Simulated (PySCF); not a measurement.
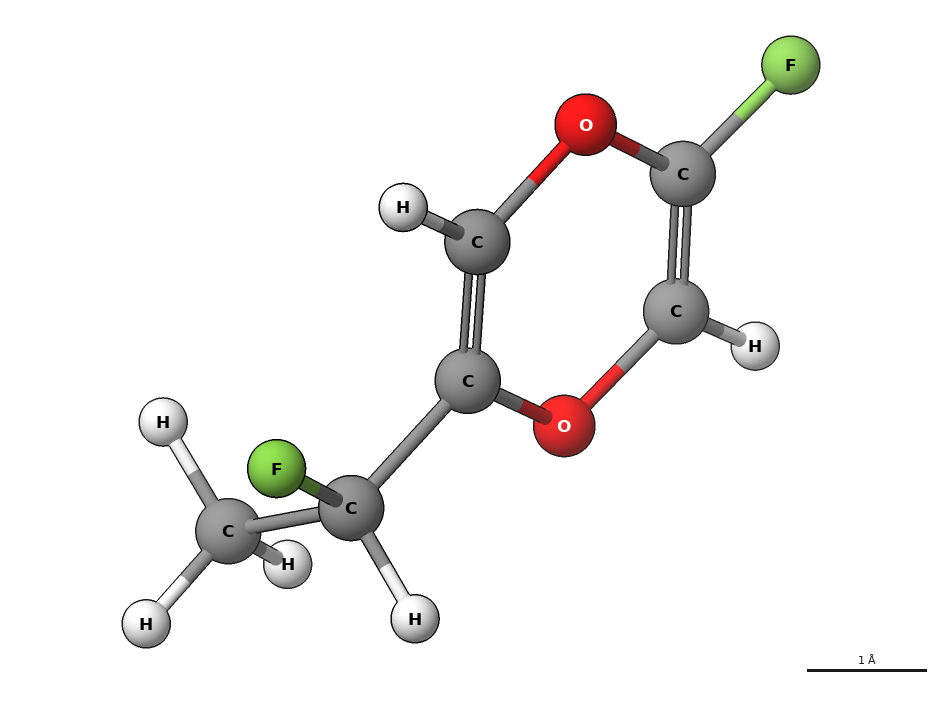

Rendered structure (ball-and-stick style). Multiple sticks mark multiple bonds (one Kekulé form).

The computed structure is the end point of a GFN2-xTB optimisation. No frequency run is at hand to confirm it as a minimum.

**Give the formula.**

C₆H₆F₂O₂, 16 atoms: 6 carbon, 6 hydrogen, 2 fluorine and 2 oxygen.

**Name some functional groups or characteristic bonds that it holds.**

Among them: ether, alkene, C–F bond.

**Write the SMILES.**

C[C@H](F)C1=COC(F)=CO1

**Which point group does it belong to?**

C1.

The parts below concern this one geometry. Atoms keep their numbers from picture to picture.

Shape

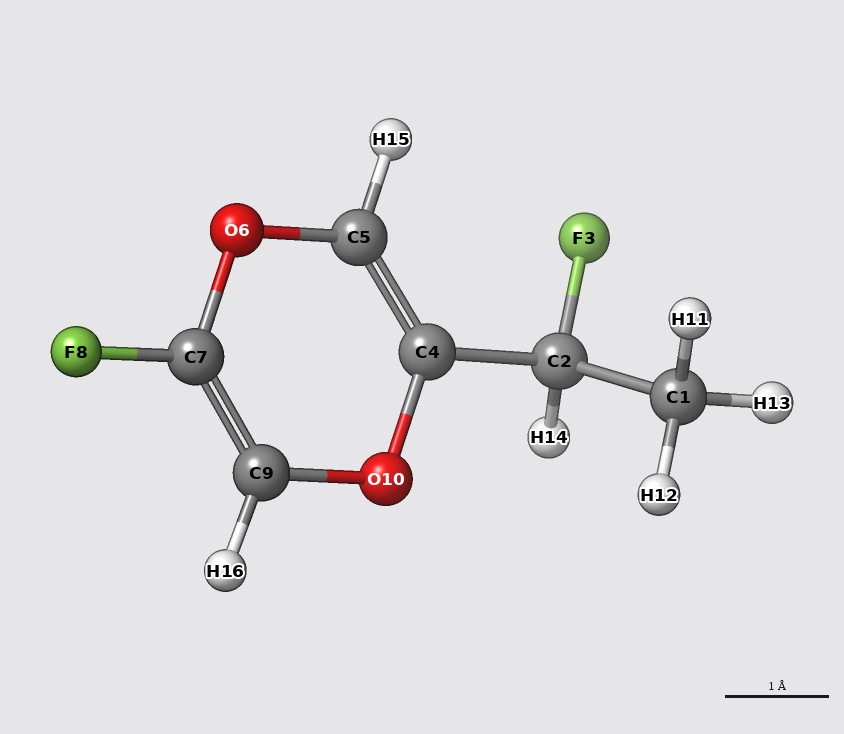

Numbered structure. No frequency run is at hand to confirm it as a minimum.

Which atoms are bonded, and how long are the bonds?

| bond | length (Å) | order |
| --- | --- | --- |
| C1–C2 | 1.524 | single |
| C1–H11 | 1.087 | single |
| C1–H12 | 1.085 | single |
| C1–H13 | 1.087 | single |
| C2–F3 | 1.378 | single |
| C2–C4 | 1.504 | single |
| C2–H14 | 1.099 | single |
| C4–C5 | 1.324 | double |
| C4–O10 | 1.390 | single |
| C5–O6 | 1.394 | single |
| C5–H15 | 1.075 | single |
| O6–C7 | 1.366 | single |
| C7–F8 | 1.332 | single |
| C7–C9 | 1.322 | double |
| C9–O10 | 1.391 | single |
| C9–H16 | 1.074 | single |

Ring current

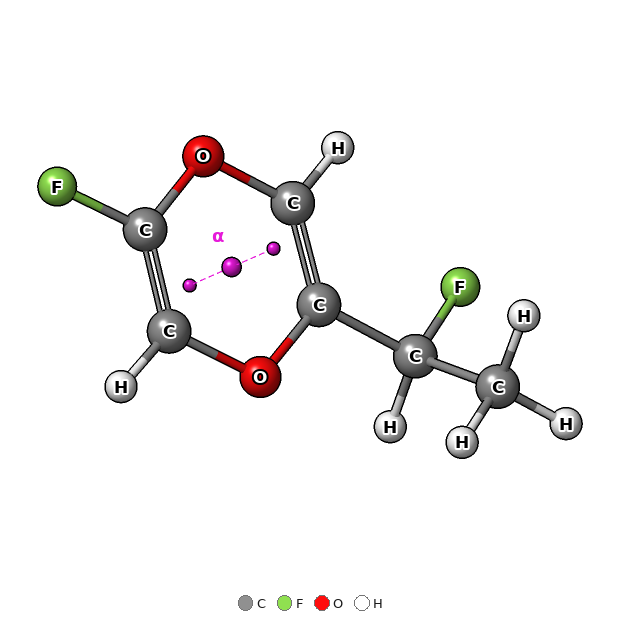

The small points mark where nucleus-independent chemical shifts (NICS) were computed: at the centre of each lettered ring and 1 Å above and below it. No frequency run is at hand to confirm it as a minimum. Properties computed with GIAO PBE0/pcSseg-1 NMR shielding, non-relativistic, gas phase (PySCF 2.14.0).

Give NICS(0), NICS(1) and the out-of-plane component NICS(1)zz for each ring (means of the two sides).

```tsv
ring	members	NICS(0)	NICS(1)	NICS(1)zz
α	C4O2	5.4	3.9	17.6
```

Values in ppm.

**What do the values say about the ring currents?**

Ring α: paratropic, as in an antiaromatic ring. NICS is one index among several.

Electronic properties

No frequency run is at hand to confirm it as a minimum. Properties computed with PBE0/pcSseg-1, gas phase (PySCF 2.14.0).

Computed properties:

- dipole moment: 1.97 D
- HOMO energy (Kohn–Sham orbital): −5.95 eV
- LUMO energy (Kohn–Sham orbital): −0.29 eV
- HOMO–LUMO gap: 5.66 eV

NMR shielding

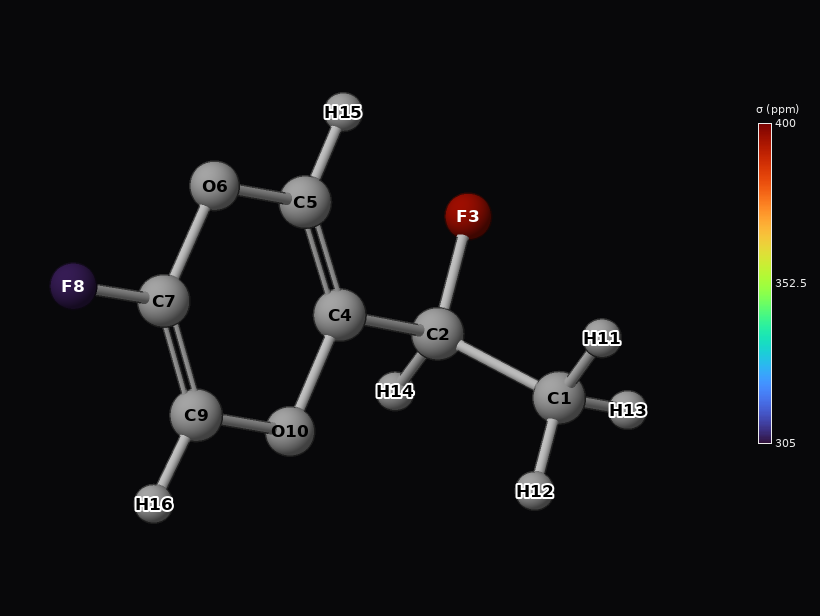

Atoms are coloured by their isotropic NMR shieldings (F only, the others grey). No frequency run is at hand to confirm it as a minimum. Properties computed with GIAO PBE0/pcSseg-1 NMR shielding, non-relativistic, gas phase (PySCF 2.14.0).

Give the isotropic NMR shieldings of the F atoms atom by atom.

```csv
atom,σ (ppm)
F3,396.4
F8,306.3
```
